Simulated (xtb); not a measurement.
# Geometry relaxation, with input and output: CuPH$_{4}$O (charge −1) (part 2 of 3)

Continued. System: CuPH$_{4}$O (Cu(PH3)(OH)), charge −1, multiplicity 2. Method: GFN-FF (xtb 6.7.1). The input holds or restrains some coordinates. The geometry comes from this level: GFN2-xTB.

Geometry of the input (Å):
```
Cu -0.0210  0.0506  -0.9673
P  -0.0539  0.0811  1.1708
H  -0.7422  -0.8739  1.8952
H  -0.5750  1.1602  1.8572
H  1.1023  -0.0053  1.9236
O  -0.0831  0.1434  -2.7067
H  0.3729  -0.5561  -3.1729
```

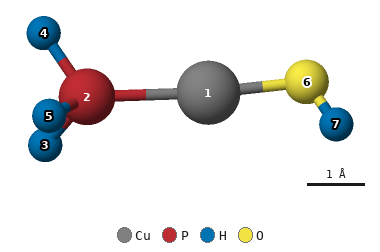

*The input geometry (ball-and-stick view, seen at a tilt; atoms are numbered from 1 in the order of the input). Sticks mark near contacts.*

## Output, continued
```
........................................................................
.............................. CYCLE    9 ..............................
........................................................................
     iter. time                 ...        0 min,  0.000 sec
 * total energy  :    -1.7375774 Eh     change       -0.4355161E-04 Eh
   gradient norm :     0.0031055 Eh/α   predicted    -0.2767136E-04 ( -36.46%)
   displ. norm   :     0.0150923 α      lambda       -0.1640676E-04
   maximum displ.:     0.0082800 α      in ANC's #2, #4, #3, ...

........................................................................
.............................. CYCLE   10 ..............................
........................................................................
     iter. time                 ...        0 min,  0.000 sec
 * total energy  :    -1.7375910 Eh     change       -0.1359112E-04 Eh
   gradient norm :     0.0021181 Eh/α   predicted    -0.8204587E-05 ( -39.63%)
   displ. norm   :     0.0561408 α      lambda       -0.3575846E-04
   maximum displ.:     0.0356560 α      in ANC's #1, #2, #4, ...

........................................................................
.............................. CYCLE   11 ..............................
........................................................................
     iter. time                 ...        0 min,  0.000 sec
 * total energy  :    -1.7376122 Eh     change       -0.2120624E-04 Eh
   gradient norm :     0.0021076 Eh/α   predicted    -0.1793677E-04 ( -15.42%)
   displ. norm   :     0.0192069 α      lambda       -0.1127273E-04
   maximum displ.:     0.0119379 α      in ANC's #1, #9, #5, ...

........................................................................
.............................. CYCLE   12 ..............................
........................................................................
     iter. time                 ...        0 min,  0.000 sec
 * total energy  :    -1.7376212 Eh     change       -0.8939006E-05 Eh
   gradient norm :     0.0021263 Eh/α   predicted    -0.5639667E-05 ( -36.91%)
   displ. norm   :     0.0710019 α      lambda       -0.2860920E-04
   maximum displ.:     0.0570065 α      in ANC's #1, #9, #5, ...

........................................................................
.............................. CYCLE   13 ..............................
........................................................................
     iter. time                 ...        0 min,  0.000 sec
 * total energy  :    -1.7376420 Eh     change       -0.2085468E-04 Eh
   gradient norm :     0.0034118 Eh/α   predicted    -0.1437579E-04 ( -31.07%)
   displ. norm   :     0.0820505 α      lambda       -0.3902409E-04
   maximum displ.:     0.0632736 α      in ANC's #1, #9, #5, ...

........................................................................
.............................. CYCLE   14 ..............................
........................................................................
     iter. time                 ...        0 min,  0.000 sec
 * total energy  :    -1.7376701 Eh     change       -0.2808077E-04 Eh
   gradient norm :     0.0045234 Eh/α   predicted    -0.1964286E-04 ( -30.05%)
   displ. norm   :     0.0820005 α      lambda       -0.3729428E-04
   maximum displ.:     0.0646511 α      in ANC's #1, #9, #7, ...

........................................................................
.............................. CYCLE   15 ..............................
........................................................................
     iter. time                 ...        0 min,  0.000 sec
 * total energy  :    -1.7376963 Eh     change       -0.2618396E-04 Eh
   gradient norm :     0.0047466 Eh/α   predicted    -0.1877319E-04 ( -28.30%)
   displ. norm   :     0.0565631 α      lambda       -0.5094427E-04
   maximum displ.:     0.0249351 α      in ANC's #6, #1, #13, ...

........................................................................
.............................. CYCLE   16 ..............................
........................................................................
     iter. time                 ...        0 min,  0.000 sec
 * total energy  :    -1.7377012 Eh     change       -0.4923620E-05 Eh
   gradient norm :     0.0049104 Eh/α   predicted    -0.2555531E-04 ( 419.03%)
   displ. norm   :     0.0646094 α      lambda       -0.4952558E-04
   maximum displ.:     0.0491554 α      in ANC's #1, #2, #7, ...

........................................................................
.............................. CYCLE   17 ..............................
........................................................................
     iter. time                 ...        0 min,  0.000 sec
 * total energy  :    -1.7377206 Eh     change       -0.1937653E-04 Eh
   gradient norm :     0.0042647 Eh/α   predicted    -0.2486513E-04 (  28.33%)
   displ. norm   :     0.0524727 α      lambda       -0.1911579E-04
   maximum displ.:     0.0405912 α      in ANC's #1, #6, #9, ...

........................................................................
.............................. CYCLE   18 ..............................
........................................................................
     iter. time                 ...        0 min,  0.000 sec
 * total energy  :    -1.7377292 Eh     change       -0.8610487E-05 Eh
   gradient norm :     0.0022133 Eh/α   predicted    -0.9583717E-05 (  11.30%)
   displ. norm   :     0.0173885 α      lambda       -0.6647978E-05
   maximum displ.:     0.0109384 α      in ANC's #2, #9, #1, ...

........................................................................
.............................. CYCLE   19 ..............................
........................................................................
     iter. time                 ...        0 min,  0.000 sec
 * total energy  :    -1.7377346 Eh     change       -0.5375026E-05 Eh
   gradient norm :     0.0009016 Eh/α   predicted    -0.3325783E-05 ( -38.13%)
   displ. norm   :     0.0714166 α      lambda       -0.1082901E-04
   maximum displ.:     0.0455149 α      in ANC's #2, #1, #9, ...

........................................................................
.............................. CYCLE   20 ..............................
........................................................................
     iter. time                 ...        0 min,  0.000 sec
 * total energy  :    -1.7377390 Eh     change       -0.4376582E-05 Eh
   gradient norm :     0.0048048 Eh/α   predicted    -0.5426363E-05 (  23.99%)
   displ. norm   :     0.0128368 α      lambda       -0.3910324E-05
   maximum displ.:     0.0077655 α      in ANC's #1, #2, #9, ...
 * RMSD in coord.:     0.3002798 α      energy gain  -0.1374130E+00 Eh

generating ANC from exact Hessian ...
Using GFN-FF Lindh-Hessian
 Shifting diagonal of input Hessian by    8.8548761577288831E-003
 Lowest  eigenvalues of input Hessian
    0.000000    0.000000    0.000000    0.000000    0.000000    0.000000
    0.010000    0.011044    0.014870    0.028283    0.039478    0.053894
    0.091574    0.173395    0.184137    0.235040    0.587765    0.747959
 Highest eigenvalues
    0.235040    0.587765    0.747959    0.847590    1.348771    9.320224

........................................................................
.............................. CYCLE   21 ..............................
........................................................................
     iter. time                 ...        0 min,  0.000 sec
 * total energy  :    -1.7377414 Eh     change       -0.2471600E-05 Eh
   gradient norm :     0.0016386 Eh/α   predicted     0.0000000E+00 (-100.00%)
   displ. norm   :     0.0071708 α      lambda       -0.1707333E-05
   maximum displ.:     0.0052311 α      in ANC's #4, #5, #2, ...

........................................................................
.............................. CYCLE   22 ..............................
........................................................................
     iter. time                 ...        0 min,  0.000 sec
 * total energy  :    -1.7377428 Eh     change       -0.1350861E-05 Eh
   gradient norm :     0.0024397 Eh/α   predicted    -0.8549838E-06 ( -36.71%)
   displ. norm   :     0.0098451 α      lambda       -0.2054826E-05
   maximum displ.:     0.0071185 α      in ANC's #4, #5, #2, ...

........................................................................
.............................. CYCLE   23 ..............................
........................................................................
     iter. time                 ...        0 min,  0.000 sec
 * total energy  :    -1.7377444 Eh     change       -0.1581280E-05 Eh
   gradient norm :     0.0011826 Eh/α   predicted    -0.1027295E-05 ( -35.03%)
   displ. norm   :     0.0243679 α      lambda       -0.1917536E-05
   maximum displ.:     0.0172373 α      in ANC's #4, #5, #2, ...

........................................................................
.............................. CYCLE   24 ..............................
........................................................................
     iter. time                 ...        0 min,  0.000 sec
 * total energy  :    -1.7377454 Eh     change       -0.1057408E-05 Eh
   gradient norm :     0.0011429 Eh/α   predicted    -0.9580803E-06 (  -9.39%)
   displ. norm   :     0.0023900 α      lambda       -0.4723530E-06
   maximum displ.:     0.0013038 α      in ANC's #7, #5, #1, ...

........................................................................
.............................. CYCLE   25 ..............................
........................................................................
     iter. time                 ...        0 min,  0.000 sec
 * total energy  :    -1.7377459 Eh     change       -0.5195461E-06 Eh
   gradient norm :     0.0004333 Eh/α   predicted    -0.2371435E-06 ( -54.36%)
   displ. norm   :     0.0061155 α      lambda       -0.3717991E-06
   maximum displ.:     0.0033904 α      in ANC's #4, #2, #1, ...

........................................................................
.............................. CYCLE   26 ..............................
........................................................................
     iter. time                 ...        0 min,  0.000 sec
 * total energy  :    -1.7377463 Eh     change       -0.3499005E-06 Eh
   gradient norm :     0.0001517 Eh/α   predicted    -0.1868819E-06 ( -46.59%)
   displ. norm   :     0.0048560 α      lambda       -0.1016195E-06
   maximum displ.:     0.0027077 α      in ANC's #4, #2, #6, ...

........................................................................
.............................. CYCLE   27 ..............................
........................................................................
     iter. time                 ...        0 min,  0.000 sec
 * total energy  :    -1.7377464 Eh     change       -0.1062366E-06 Eh
   gradient norm :     0.0001195 Eh/α   predicted    -0.5065009E-07 ( -52.32%)
   displ. norm   :     0.0036233 α      lambda       -0.6651202E-07
   maximum displ.:     0.0017553 α      in ANC's #1, #6, #2, ...
```
